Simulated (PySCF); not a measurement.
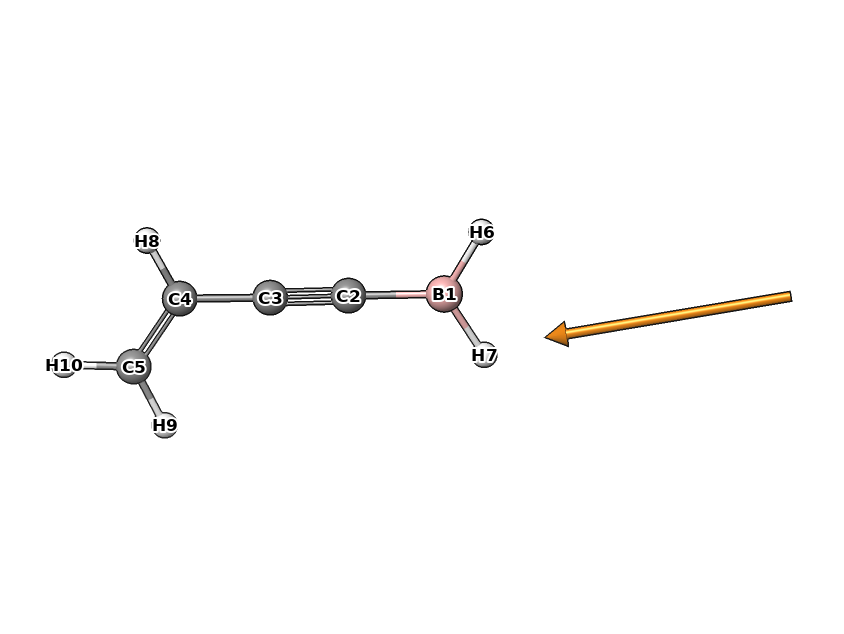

The arrow beside the molecule shows the direction of the dipole moment, from the negative to the positive end (its length means nothing). Computed geometry: PBE0-D3(BJ)/def2-SVP optimisation. No frequency run is at hand to confirm it as a minimum. Properties computed with B3LYP/pcSseg-2, gas phase (PySCF 2.14.0).

### How large is the dipole moment?

2.33 D; it points from the side of H6 to the side of H10 (the outermost atoms at the two ends).
